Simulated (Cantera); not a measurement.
Charge: 1 mol Fe2O3, 0.066 mol H2S, a varied amount of N2, held at 1673.15 K and 1.00 bar.

These are equilibrium values from Cantera (NASA tables, ideal gas, pure condensed phases), not measurements of a reactor. Candidate condensed phases: Fe, FeO, Fe(OH)2, Fe(OH)3, FeS, FeSO4, FeS2, Fe2O3, Fe2(SO4)3, Fe3O4, H2O, H2SO4, S; 38 gas species. Equilibrium is a limit: real reactors are often held back by kinetics, nucleation or transport.

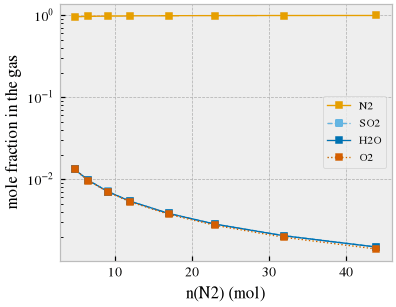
*Equilibrium gas composition (values under 1e-9 drawn at 1e-9)*

**Question.** Read off the mole fractions at 17 mol N2.

**Answer.** N2 about 0.99, SO2 about 0.0038, H2O about 0.0038, O2 about 0.0037.
